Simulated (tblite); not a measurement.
Geometry relaxation of NHS2O4F2 (part 2 of 2)

Continued. System: NHS2O4F2, SMILES O=S(=O)(F)NS(=O)(=O)F. Method: GFN2-xTB geometry optimisation, gas phase (tblite 0.8.0). 

Trajectory as extended XYZ, continued:
```
10
Properties=species:S:1:pos:R:3:forces:R:3 step=34 energy=-971.82816
O    -1.1948    0.1646   -1.5061    0.0150  -0.0510   0.0090
S    -1.3568   -0.1523   -0.1539    0.0700   0.0100   0.0240
O    -2.3647   -1.0145    0.3178   -0.0560   0.0060  -0.0360
F    -1.5363    1.2155    0.6683    0.0010  -0.0120   0.0420
N     0.0803   -0.6132    0.4743    0.0430   0.0160  -0.0600
S     1.3203    0.3106   -0.0703   -0.0700   0.0220  -0.0860
O     2.4480    0.1070    0.7461    0.0770  -0.0250   0.0640
O     0.8697    1.5879   -0.4187   -0.0110   0.0610  -0.0080
F     1.5899   -0.4980   -1.4245   -0.0430  -0.0200   0.0340
H     0.1531   -1.1030    1.3442   -0.0250  -0.0060   0.0190
10
Properties=species:S:1:pos:R:3:forces:R:3 step=36 energy=-971.82912
O    -1.1949    0.1599   -1.5076    0.0320  -0.0150   0.0240
S    -1.3559   -0.1531   -0.1542    0.0030  -0.0020   0.0160
O    -2.3687   -1.0121    0.3147   -0.0050   0.0120  -0.0260
F    -1.5345    1.2133    0.6724    0.0080  -0.0140   0.0100
N     0.0816   -0.6126    0.4724    0.0180  -0.0230   0.0020
S     1.3203    0.3130   -0.0718    0.0170   0.0290   0.0070
O     2.4497    0.1078    0.7449   -0.0160   0.0000  -0.0020
O     0.8701    1.5929   -0.4153    0.0070  -0.0170  -0.0280
F     1.5877   -0.5026   -1.4216   -0.0420   0.0170   0.0040
H     0.1534   -1.1018    1.3436   -0.0210   0.0130  -0.0090
10
Properties=species:S:1:pos:R:3:forces:R:3 step=37 energy=-971.82933
O    -1.1937    0.1576   -1.5074    0.0350   0.0010   0.0120
S    -1.3551   -0.1537   -0.1537   -0.0070  -0.0080   0.0030
O    -2.3696   -1.0114    0.3137    0.0010   0.0050  -0.0130
F    -1.5343    1.2127    0.6726    0.0130  -0.0110   0.0100
N     0.0826   -0.6130    0.4717   -0.0010  -0.0230   0.0170
S     1.3206    0.3140   -0.0721    0.0110   0.0170   0.0190
O     2.4499    0.1067    0.7443   -0.0140   0.0110  -0.0050
O     0.8704    1.5942   -0.4145    0.0100  -0.0210  -0.0240
F     1.5855   -0.5018   -1.4212   -0.0330   0.0150  -0.0140
H     0.1525   -1.1006    1.3440   -0.0140   0.0140  -0.0050
10
Properties=species:S:1:pos:R:3:forces:R:3 step=39 energy=-971.82972
O    -1.1871    0.1555   -1.5055    0.0230   0.0180  -0.0130
S    -1.3539   -0.1545   -0.1525    0.0020  -0.0090  -0.0230
O    -2.3726   -1.0100    0.3093    0.0030  -0.0060   0.0100
F    -1.5329    1.2117    0.6739    0.0130  -0.0110   0.0130
N     0.0837   -0.6151    0.4719   -0.0230  -0.0050   0.0190
S     1.3199    0.3148   -0.0723   -0.0250  -0.0080   0.0100
O     2.4484    0.1060    0.7444    0.0080   0.0160  -0.0080
O     0.8695    1.5943   -0.4157    0.0120   0.0040  -0.0080
F     1.5788   -0.5001   -1.4220   -0.0030   0.0020  -0.0250
H     0.1551   -1.0980    1.3459   -0.0110  -0.0010   0.0250
10
Properties=species:S:1:pos:R:3:forces:R:3 step=40 energy=-971.82986
O    -1.1836    0.1555   -1.5050    0.0130   0.0170  -0.0160
S    -1.3537   -0.1550   -0.1525    0.0090  -0.0050  -0.0210
O    -2.3738   -1.0097    0.3075    0.0040  -0.0040   0.0100
F    -1.5318    1.2112    0.6746    0.0100  -0.0140   0.0110
N     0.0834   -0.6161    0.4728   -0.0170   0.0020   0.0100
S     1.3190    0.3146   -0.0722   -0.0280  -0.0130  -0.0040
O     2.4477    0.1063    0.7444    0.0100   0.0100  -0.0130
O     0.8692    1.5939   -0.4163    0.0080   0.0170  -0.0010
F     1.5757   -0.4992   -1.4232    0.0060  -0.0020  -0.0130
H     0.1568   -1.0968    1.3474   -0.0150  -0.0080   0.0370
10
Properties=species:S:1:pos:R:3:forces:R:3 step=41 energy=-971.83000
O    -1.1804    0.1544   -1.5053    0.0050   0.0150  -0.0160
S    -1.3534   -0.1561   -0.1533    0.0140   0.0020  -0.0090
O    -2.3745   -1.0094    0.3065    0.0020  -0.0050   0.0030
F    -1.5304    1.2103    0.6742    0.0050  -0.0140   0.0070
N     0.0829   -0.6171    0.4738   -0.0050   0.0060   0.0030
S     1.3179    0.3145   -0.0717   -0.0220  -0.0170  -0.0220
O     2.4476    0.1058    0.7433    0.0140   0.0010  -0.0100
O     0.8700    1.5945   -0.4150   -0.0040   0.0260   0.0030
F     1.5719   -0.4973   -1.4249    0.0100  -0.0050   0.0000
H     0.1573   -1.0948    1.3499   -0.0180  -0.0100   0.0410
10
Properties=species:S:1:pos:R:3:forces:R:3 step=43 energy=-971.83022
O    -1.1757    0.1527   -1.5065   -0.0060   0.0110   0.0040
S    -1.3523   -0.1577   -0.1547    0.0060   0.0040   0.0100
O    -2.3751   -1.0091    0.3054    0.0050  -0.0050  -0.0170
F    -1.5284    1.2080    0.6745    0.0010  -0.0050  -0.0040
N     0.0822   -0.6187    0.4757    0.0130   0.0030   0.0040
S     1.3162    0.3146   -0.0718    0.0100  -0.0060  -0.0190
O     2.4482    0.1049    0.7401    0.0010  -0.0050  -0.0120
O     0.8716    1.5967   -0.4130   -0.0200   0.0040   0.0100
F     1.5675   -0.4946   -1.4272    0.0040  -0.0080   0.0090
H     0.1547   -1.0922    1.3551   -0.0160   0.0070   0.0150
10
Properties=species:S:1:pos:R:3:forces:R:3 step=44 energy=-971.83028
O    -1.1748    0.1525   -1.5068   -0.0050   0.0100   0.0120
S    -1.3517   -0.1580   -0.1550    0.0020   0.0010   0.0080
O    -2.3750   -1.0090    0.3050    0.0060  -0.0070  -0.0190
F    -1.5280    1.2071    0.6749    0.0000   0.0020  -0.0040
N     0.0824   -0.6190    0.4763    0.0120   0.0010   0.0060
S     1.3159    0.3148   -0.0724    0.0160   0.0000  -0.0050
O     2.4485    0.1046    0.7387    0.0000  -0.0030  -0.0120
O     0.8717    1.5975   -0.4124   -0.0200  -0.0110   0.0100
F     1.5670   -0.4943   -1.4276    0.0000  -0.0090   0.0040
H     0.1529   -1.0915    1.3568   -0.0110   0.0160   0.0010
10
Properties=species:S:1:pos:R:3:forces:R:3 step=45 energy=-971.83035
O    -1.1740    0.1527   -1.5068   -0.0020   0.0090   0.0140
S    -1.3511   -0.1583   -0.1550   -0.0010  -0.0010   0.0030
O    -2.3748   -1.0092    0.3040    0.0060  -0.0090  -0.0170
F    -1.5276    1.2063    0.6752   -0.0010   0.0080  -0.0020
N     0.0827   -0.6192    0.4770    0.0070  -0.0010   0.0050
S     1.3158    0.3149   -0.0731    0.0140   0.0040   0.0100
O     2.4488    0.1044    0.7373    0.0050  -0.0010  -0.0090
O     0.8713    1.5980   -0.4118   -0.0180  -0.0220   0.0080
F     1.5665   -0.4943   -1.4278   -0.0040  -0.0100  -0.0040
H     0.1511   -1.0907    1.3585   -0.0070   0.0220  -0.0080
10
Properties=species:S:1:pos:R:3:forces:R:3 step=47 energy=-971.83055
O    -1.1706    0.1542   -1.5059    0.0060   0.0050   0.0020
S    -1.3490   -0.1592   -0.1550   -0.0020   0.0010  -0.0110
O    -2.3745   -1.0104    0.2992    0.0060  -0.0110  -0.0010
F    -1.5260    1.2046    0.6755   -0.0130   0.0140   0.0120
N     0.0839   -0.6203    0.4793   -0.0090  -0.0060  -0.0100
S     1.3156    0.3146   -0.0745   -0.0050   0.0050   0.0290
O     2.4504    0.1036    0.7328    0.0250   0.0020   0.0000
O     0.8685    1.5979   -0.4090   -0.0040  -0.0270   0.0000
F     1.5631   -0.4945   -1.4292   -0.0080  -0.0070  -0.0100
H     0.1474   -1.0859    1.3643    0.0040   0.0240  -0.0110
10
Properties=species:S:1:pos:R:3:forces:R:3 step=48 energy=-971.83065
O    -1.1682    0.1551   -1.5056    0.0080   0.0020  -0.0100
S    -1.3480   -0.1598   -0.1553   -0.0010   0.0060  -0.0110
O    -2.3742   -1.0115    0.2961    0.0070  -0.0080   0.0060
F    -1.5250    1.2040    0.6753   -0.0200   0.0090   0.0180
N     0.0844   -0.6210    0.4806   -0.0130  -0.0080  -0.0180
S     1.3155    0.3140   -0.0745   -0.0120   0.0000   0.0210
O     2.4519    0.1029    0.7302    0.0280   0.0010   0.0030
O     0.8666    1.5973   -0.4067    0.0030  -0.0160  -0.0030
F     1.5600   -0.4943   -1.4305   -0.0070  -0.0030  -0.0030
H     0.1460   -1.0819    1.3679    0.0070   0.0180  -0.0020
10
Properties=species:S:1:pos:R:3:forces:R:3 step=50 energy=-971.83082
O    -1.1644    0.1554   -1.5059    0.0020   0.0000  -0.0180
S    -1.3468   -0.1606   -0.1565   -0.0010   0.0120  -0.0010
O    -2.3733   -1.0136    0.2924    0.0090   0.0040   0.0060
F    -1.5250    1.2035    0.6749   -0.0250  -0.0100   0.0140
N     0.0846   -0.6227    0.4816   -0.0020  -0.0070  -0.0150
S     1.3154    0.3129   -0.0735   -0.0010  -0.0130  -0.0090
O     2.4557    0.1008    0.7257    0.0080  -0.0020   0.0020
O     0.8645    1.5961   -0.4020    0.0110   0.0080  -0.0030
F     1.5542   -0.4929   -1.4327   -0.0040   0.0010   0.0130
H     0.1440   -1.0743    1.3735    0.0040   0.0060   0.0110
10
Properties=species:S:1:pos:R:3:forces:R:3 step=51 energy=-971.83089
O    -1.1630    0.1553   -1.5065   -0.0030   0.0030  -0.0110
S    -1.3465   -0.1606   -0.1572   -0.0010   0.0080   0.0030
O    -2.3726   -1.0142    0.2914    0.0070   0.0070   0.0020
F    -1.5260    1.2032    0.6753   -0.0210  -0.0170   0.0070
N     0.0845   -0.6236    0.4815    0.0050  -0.0040  -0.0060
S     1.3155    0.3123   -0.0731    0.0090  -0.0140  -0.0160
O     2.4575    0.0997    0.7237   -0.0080  -0.0010   0.0000
O     0.8641    1.5958   -0.4002    0.0120   0.0110  -0.0010
F     1.5523   -0.4922   -1.4332   -0.0020   0.0010   0.0120
H     0.1430   -1.0710    1.3757    0.0020   0.0050   0.0090
10
Properties=species:S:1:pos:R:3:forces:R:3 step=52 energy=-971.83094
O    -1.1620    0.1553   -1.5071   -0.0060   0.0060   0.0000
S    -1.3462   -0.1603   -0.1576    0.0000   0.0010   0.0030
O    -2.3719   -1.0145    0.2908    0.0030   0.0060  -0.0010
F    -1.5275    1.2026    0.6761   -0.0140  -0.0170   0.0010
N     0.0846   -0.6243    0.4813    0.0090   0.0010   0.0020
S     1.3156    0.3119   -0.0731    0.0140  -0.0090  -0.0140
O     2.4588    0.0991    0.7222   -0.0180  -0.0010   0.0000
O     0.8640    1.5957   -0.3990    0.0120   0.0070   0.0010
F     1.5513   -0.4921   -1.4334   -0.0010  -0.0010   0.0050
H     0.1421   -1.0686    1.3772    0.0010   0.0070   0.0040
10
Properties=species:S:1:pos:R:3:forces:R:3 step=54 energy=-971.83101
O    -1.1611    0.1563   -1.5073   -0.0040   0.0090   0.0120
S    -1.3457   -0.1599   -0.1579    0.0020  -0.0100  -0.0040
O    -2.3711   -1.0146    0.2895   -0.0060  -0.0060  -0.0020
F    -1.5298    1.2011    0.6779   -0.0030  -0.0060  -0.0020
N     0.0850   -0.6250    0.4812    0.0040   0.0080   0.0050
S     1.3160    0.3113   -0.0739    0.0040   0.0050   0.0020
O     2.4594    0.0989    0.7210   -0.0100  -0.0040   0.0040
O     0.8643    1.5955   -0.3988    0.0110  -0.0010  -0.0010
F     1.5507   -0.4929   -1.4333    0.0000  -0.0060  -0.0110
H     0.1412   -1.0661    1.3790    0.0020   0.0110  -0.0030
10
Properties=species:S:1:pos:R:3:forces:R:3 step=55 energy=-971.83104
O    -1.1608    0.1574   -1.5071   -0.0020   0.0080   0.0120
S    -1.3453   -0.1599   -0.1579    0.0010  -0.0100  -0.0050
O    -2.3709   -1.0148    0.2886   -0.0080  -0.0120  -0.0010
F    -1.5308    1.2000    0.6787    0.0010   0.0010  -0.0010
N     0.0854   -0.6252    0.4813   -0.0030   0.0090   0.0020
S     1.3162    0.3110   -0.0745   -0.0040   0.0100   0.0070
O     2.4593    0.0989    0.7208    0.0000  -0.0080   0.0060
O     0.8647    1.5954   -0.3989    0.0090  -0.0010  -0.0040
F     1.5502   -0.4936   -1.4335    0.0020  -0.0060  -0.0130
H     0.1409   -1.0646    1.3800    0.0030   0.0110  -0.0030
10
Properties=species:S:1:pos:R:3:forces:R:3 step=56 energy=-971.83107
O    -1.1603    0.1588   -1.5068    0.0000   0.0040   0.0080
S    -1.3450   -0.1603   -0.1581   -0.0030  -0.0080  -0.0020
O    -2.3708   -1.0154    0.2874   -0.0060  -0.0180  -0.0020
F    -1.5320    1.1987    0.6795    0.0050   0.0060   0.0020
N     0.0858   -0.6252    0.4815   -0.0090   0.0080  -0.0030
S     1.3166    0.3106   -0.0749   -0.0120   0.0110   0.0080
O     2.4594    0.0986    0.7204    0.0090  -0.0120   0.0070
O     0.8653    1.5952   -0.3988    0.0070   0.0030  -0.0070
F     1.5492   -0.4943   -1.4340    0.0050  -0.0040  -0.0090
H     0.1407   -1.0622    1.3813    0.0040   0.0090  -0.0010
10
Properties=species:S:1:pos:R:3:forces:R:3 step=58 energy=-971.83116
O    -1.1591    0.1615   -1.5061    0.0010  -0.0050  -0.0050
S    -1.3447   -0.1618   -0.1587   -0.0120   0.0030   0.0100
O    -2.3705   -1.0181    0.2847    0.0040  -0.0170  -0.0080
F    -1.5346    1.1960    0.6804    0.0070   0.0090   0.0070
N     0.0861   -0.6248    0.4819   -0.0140   0.0020  -0.0050
S     1.3172    0.3100   -0.0754   -0.0110   0.0020  -0.0040
O     2.4601    0.0960    0.7194    0.0110  -0.0140   0.0000
O     0.8677    1.5954   -0.3976    0.0040   0.0130  -0.0100
F     1.5461   -0.4948   -1.4360    0.0070   0.0040   0.0090
H     0.1405   -1.0548    1.3849    0.0030   0.0020   0.0060
10
Properties=species:S:1:pos:R:3:forces:R:3 step=59 energy=-971.83121
O    -1.1585    0.1625   -1.5057   -0.0010  -0.0080  -0.0090
S    -1.3449   -0.1628   -0.1590   -0.0150   0.0080   0.0140
O    -2.3703   -1.0202    0.2833    0.0090  -0.0110  -0.0110
F    -1.5362    1.1949    0.6806    0.0060   0.0060   0.0080
N     0.0860   -0.6245    0.4820   -0.0100   0.0000  -0.0020
S     1.3175    0.3098   -0.0755   -0.0040  -0.0050  -0.0100
O     2.4607    0.0934    0.7185    0.0020  -0.0100  -0.0050
O     0.8696    1.5961   -0.3967    0.0040   0.0130  -0.0080
F     1.5445   -0.4945   -1.4371    0.0060   0.0080   0.0170
H     0.1406   -1.0500    1.3871    0.0010  -0.0010   0.0060
10
Properties=species:S:1:pos:R:3:forces:R:3 step=61 energy=-971.83130
O    -1.1579    0.1634   -1.5052   -0.0040  -0.0060  -0.0050
S    -1.3458   -0.1636   -0.1590   -0.0060   0.0060   0.0040
O    -2.3697   -1.0240    0.2810    0.0070   0.0010  -0.0090
F    -1.5387    1.1936    0.6817    0.0030  -0.0010   0.0060
N     0.0852   -0.6238    0.4820    0.0010   0.0020   0.0060
S     1.3176    0.3096   -0.0761    0.0070  -0.0060  -0.0040
O     2.4610    0.0890    0.7170   -0.0100   0.0020  -0.0080
O     0.8729    1.5976   -0.3960    0.0040  -0.0020  -0.0020
F     1.5433   -0.4938   -1.4381   -0.0010   0.0070   0.0110
H     0.1408   -1.0433    1.3901   -0.0010  -0.0010   0.0000
10
Properties=species:S:1:pos:R:3:forces:R:3 step=62 energy=-971.83131
O    -1.1580    0.1636   -1.5051   -0.0030  -0.0030  -0.0010
S    -1.3459   -0.1634   -0.1588    0.0000   0.0020  -0.0020
O    -2.3695   -1.0245    0.2804    0.0020   0.0010  -0.0040
F    -1.5389    1.1934    0.6824    0.0020  -0.0020   0.0040
N     0.0851   -0.6237    0.4821    0.0020   0.0040   0.0060
S     1.3176    0.3096   -0.0764    0.0040   0.0000   0.0020
O     2.4607    0.0888    0.7168   -0.0060   0.0030  -0.0050
O     0.8733    1.5977   -0.3966    0.0030  -0.0070   0.0000
F     1.5437   -0.4940   -1.4377   -0.0020   0.0030   0.0030
H     0.1408   -1.0429    1.3903   -0.0010   0.0000  -0.0020
```

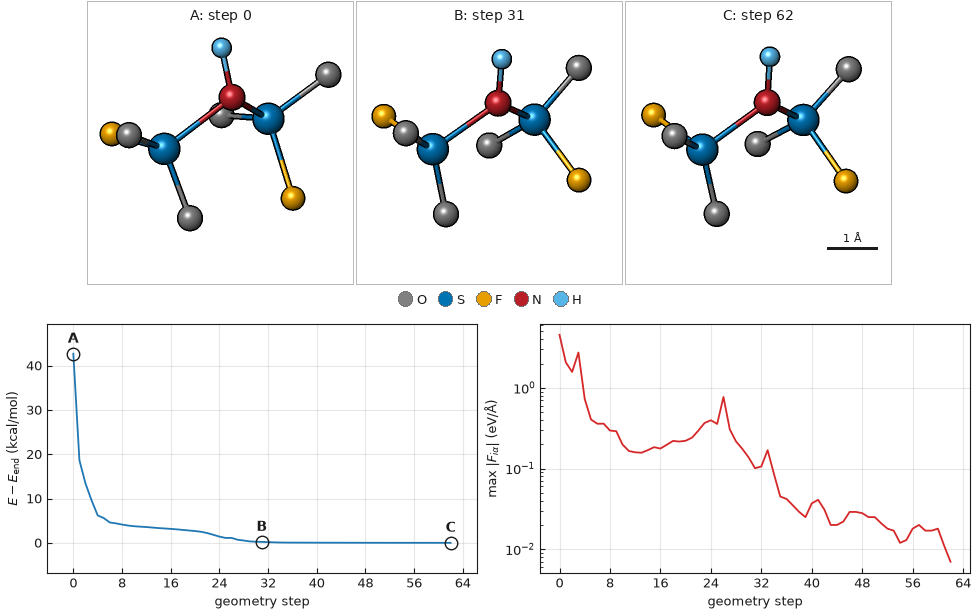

*Frames of the relaxation (ball-and-stick view, seen at an oblique angle) above the curves, on which the letters mark them (steps are counted from 0).*

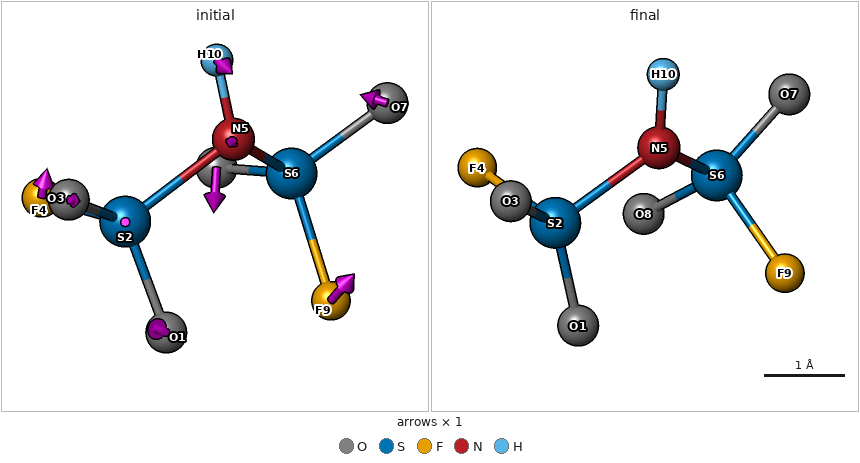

*Before (left) and after (right) the relaxation, at one scale (ball-and-stick view, seen at an oblique angle). The pink arrows give the displacements, at true length.*

The atom that moves furthest after the best rigid fit is O8 (0.62 Å). By element the largest moves are O 0.62 Å, F 0.58 Å, H 0.34 Å, N 0.15 Å, S 0.09 Å. Among the contacts that change: S6–O7 1.517 → 1.409 Å, S6–O8 1.508 → 1.400 Å, S2–N5 1.732 → 1.634 Å, O1–S2 1.496 → 1.398 Å. Among the angles that change: O7–S6–O8 111.0° → 122.0°, O1–S2–O3 113.0° → 122.8°, N5–S6–F9 106.0° → 96.3°. Over 62 geometry steps the energy falls by 42.7 kcal/mol. The largest force component goes from 4.5 to 0.007 eV/Å. (Atoms are counted from 1 in the order of the input.)

This output came from the following input.

Input file:
```
{"job": {"kind": "relax", "xc": "GFN2-xTB", "basis": "xTB"}, "charge": 0, "multiplicity": 1}
O     -1.187200    -0.321200    -1.619200
S     -1.385200    -0.240800    -0.138900
O     -2.546800    -1.045400     0.338200
F     -1.628800     1.349100     0.319800
N      0.110500    -0.740300     0.578400
S      1.363300     0.258100    -0.064600
O      2.686200    -0.174900     0.538800
O      1.125900     1.731400     0.152400
F      1.377700    -0.027500    -1.729700
H      0.093200    -0.783900     1.602200
```

The first line tells a small driver script what to run in tblite; the rest is the geometry in Å.

Launch command:
```bash
OMP_NUM_THREADS=1 python <driver script> task.json out
```

Summary:

| quantity | value |
| --- | --- |
| outcome | converged |
| total energy | −971.8313 eV |
| hardware | 1 CPU thread, shared host |
| peak memory | 0.18 GiB |
